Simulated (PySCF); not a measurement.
# NMR shielding calculation, with input and output: C₆H₉FSi

- system: C₆H₉FSi
- method: GIAO PBE0/pcSseg-1 NMR shielding, non-relativistic, gas phase (PySCF 2.14.0)

The geometry comes from this level: GFN2-xTB. It belongs to a series of runs on one base structure; here: C replaced by Si. Figures and captions count atoms from 1; the log counts them from 0 in places.

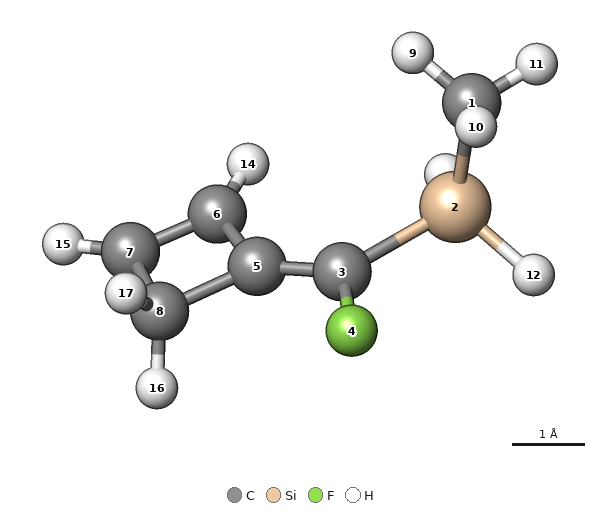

The structure as given in the input (ball-and-stick view, seen at a tilt; atoms are numbered from 1 in the order of the input). Bond lengths as drawn: C–C 1.33 to 1.53 Å, C–F 1.37 Å, C–H 1.07 to 1.09 Å, C–Si 1.90 Å and H–Si 1.47 Å.

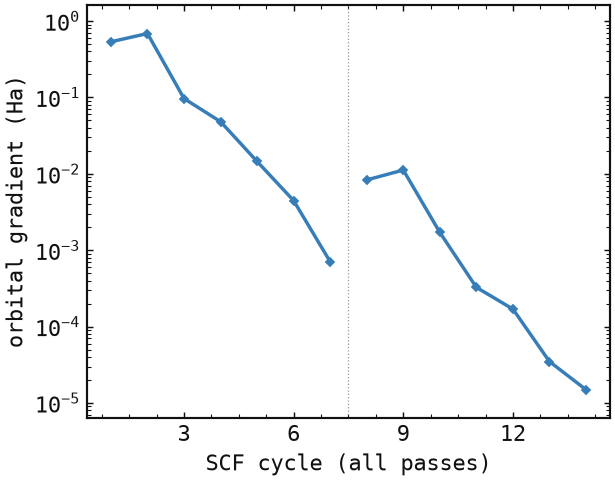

Convergence of the self-consistent field: orbital gradient against the SCF cycle. The dotted line marks the change from a coarse to the final integration grid. The first 7 cycles use a coarse grid, the final grid takes over at cycle 8, and the field converges after 14 cycles in all.

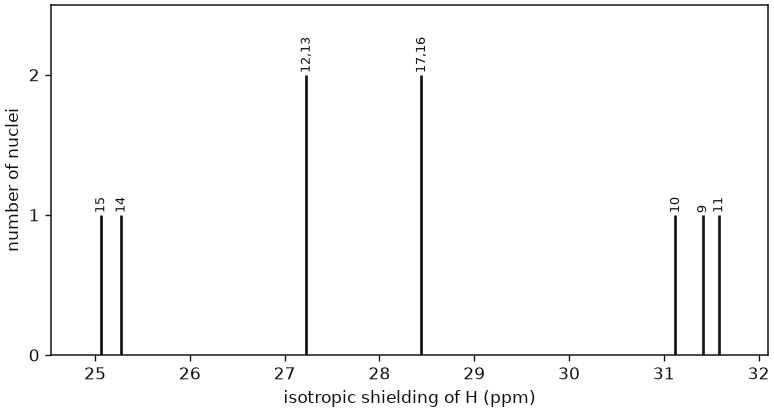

Isotropic shieldings of the hydrogen nuclei in this fixed geometry, labelled by atom number; shielding grows to the right, so chemical shift grows to the left. The least shielded is H15 (25.1 ppm), the most shielded H11 (31.6 ppm).

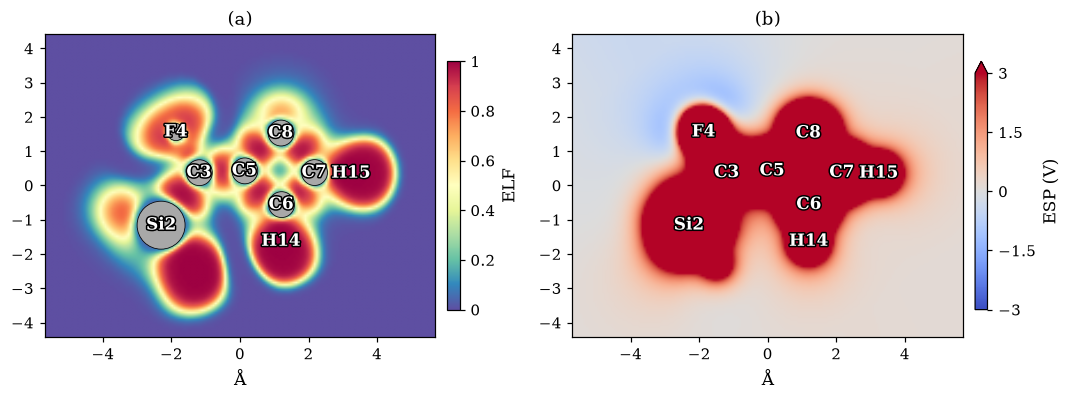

(a) electron localisation function; (b) electrostatic potential on the plane of atoms C3, C5 and C6. Grey discs, where drawn, cover atomic cores. The section cuts through Si, C, F and H sites. C–C (1.33 Å): the ELF peaks at about 0.95 between the atoms; a double or triple bond. C–F (1.37 Å): the ELF peaks at about 0.85 between the atoms, which marks a shared but strongly polarised pair. C–Si (1.90 Å): the ELF peaks at about 1 between the atoms (a covalent bond). C–H (1.07 Å): the ELF climbs to about 1 towards the hydrogen, as it does in any bond to H (a covalent bond by its length). C–C (1.46 Å): the ELF peaks at about 0.95 between the atoms (localised, shared-pair bonding).

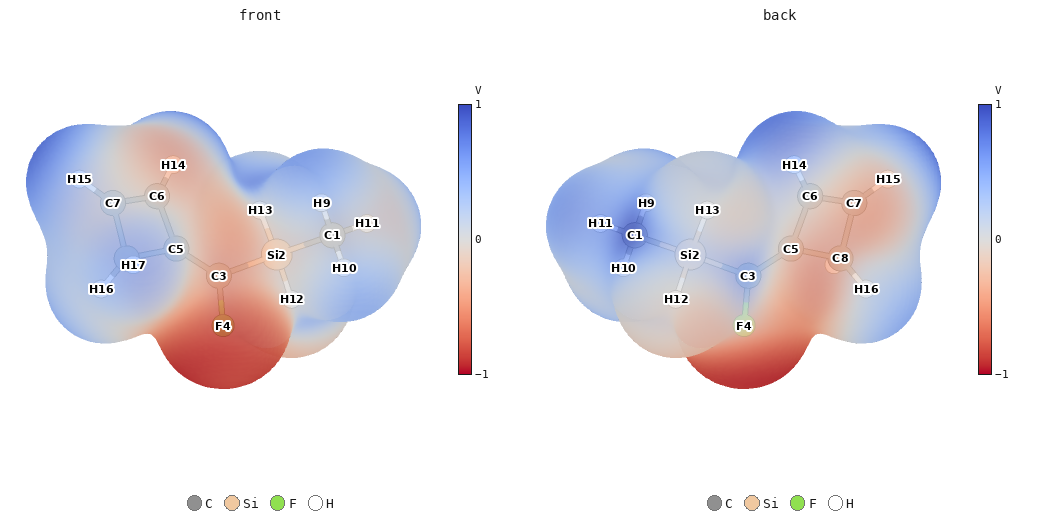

The molecular electrostatic potential painted on the density surface at 0.001 e/bohr³, seen at a tilt and from behind; red is negative and blue positive.

The input and output of the run follow.

**Input file**
```
{"job": {"kind": "nmr", "xc": "PBE0", "basis": "pcSseg-1"}, "charge": 0, "multiplicity": 1}
C      2.891556     0.532404     0.109408
Si     1.699026    -0.934807     0.284620
C      0.014394    -0.276093     0.852151
F     -0.049529     0.003472     2.189510
C     -1.071568    -0.053344     0.123469
C     -1.419435    -0.201508    -1.282371
C     -2.669410     0.250044    -1.099487
C     -2.484926     0.465731     0.385058
H      2.537332     1.245296    -0.630975
H      3.002224     1.064667     1.050645
H      3.878337     0.198656    -0.198254
H      2.166453    -1.868468     1.312546
H      1.503679    -1.615451    -0.998644
H     -0.858232    -0.546396    -2.130444
H     -3.515567     0.412634    -1.740522
H     -3.091272    -0.163051     1.035788
H     -2.540062     1.498243     0.727591
```

The first line tells a small driver script what to run in PySCF; the rest is the geometry in Å.

Launch command:
```bash
OMP_NUM_THREADS=1 python <driver script> task.json out
```

**Log**
```
coarse grid: 14808 points
cycle   1  E = -622.6480749982  dE =  1.008e+00  |g| = 5.347e-01  |ddm| = 3.803e+00
cycle   2  E = -622.6170835111  dE =  3.099e-02  |g| = 6.855e-01  |ddm| = 9.752e-01
cycle   3  E = -622.7067579019  dE = -8.967e-02  |g| = 9.659e-02  |ddm| = 5.582e-01
cycle   4  E = -622.7084456266  dE = -1.688e-03  |g| = 4.814e-02  |ddm| = 1.279e-01
cycle   5  E = -622.7090126407  dE = -5.670e-04  |g| = 1.450e-02  |ddm| = 5.444e-02
cycle   6  E = -622.7090578261  dE = -4.519e-05  |g| = 4.457e-03  |ddm| = 1.630e-02
cycle   7  E = -622.7090622955  dE = -4.469e-06  |g| = 7.062e-04  |ddm| = 4.178e-03
final grid: 139128 points
cycle   8  E = -622.7639475194  dE = -3.671e-05  |g| = 8.315e-03  |ddm| = 3.567e-02
cycle   9  E = -622.7639364997  dE =  1.102e-05  |g| = 1.120e-02  |ddm| = 1.729e-02
cycle  10  E = -622.7639638747  dE = -2.738e-05  |g| = 1.709e-03  |ddm| = 1.009e-02
cycle  11  E = -622.7639644676  dE = -5.928e-07  |g| = 3.262e-04  |ddm| = 1.717e-03
cycle  12  E = -622.7639644887  dE = -2.114e-08  |g| = 1.695e-04  |ddm| = 4.064e-04
cycle  13  E = -622.7639644949  dE = -6.238e-09  |g| = 3.487e-05  |ddm| = 1.571e-04
cycle  14  E = -622.7639644952  dE = -2.501e-10  |g| = 1.494e-05  |ddm| = 4.934e-05
converged SCF energy = -622.7639644952

GIAO shielding tensors (ppm)
atom      isotropic    diamagn.    paramagn.     s11        s22        s33       span
  0 C      192.459     252.586     -60.127    186.707    192.235    198.437     11.730
  1 Si     406.532     881.204    -474.673    379.784    407.818    431.993     52.209
  2 C       26.169     252.671    -226.502    -42.314     49.048     71.773    114.087
  3 F      304.698     476.396    -171.698    193.387    299.286    421.422    228.035
  4 C       45.145     254.237    -209.092    -53.907     50.148    139.194    193.101
  5 C       44.616     250.254    -205.639    -56.623     44.887    145.583    202.205
  6 C       40.887     262.729    -221.843    -71.922     37.215    157.368    229.289
  7 C      149.547     248.781     -99.234    140.817    149.758    158.066     17.250
  8 H       31.410      32.009      -0.599     26.978     29.282     37.970     10.992
  9 H       31.123      30.037       1.086     26.565     28.984     37.822     11.257
 10 H       31.579      27.679       3.901     27.054     28.011     39.672     12.618
 11 H       27.225      29.140      -1.915     23.967     25.495     32.213      8.246
 12 H       27.232      30.589      -3.358     23.806     26.346     31.542      7.736
 13 H       25.275      33.064      -7.789     24.076     24.781     26.970      2.894
 14 H       25.060      32.088      -7.028     23.583     25.099     26.499      2.917
 15 H       28.445      29.053      -0.608     25.469     27.102     32.766      7.297
 16 H       28.442      29.662      -1.220     25.543     27.208     32.575      7.032
```

**Summary**

```tsv
quantity	value
outcome	converged
total energy	−622.763964 hartree
HOMO	−6.56 eV
LUMO	−0.80 eV
dipole moment	1.64 D
isotropic shielding, C	26.2 to 192.5 ppm
isotropic shielding, Si	406.5 ppm
isotropic shielding, F	304.7 ppm
isotropic shielding, H	25.1 to 31.6 ppm
hardware	1 CPU thread, shared host
wall time	68 s
peak memory	0.84 GiB
```
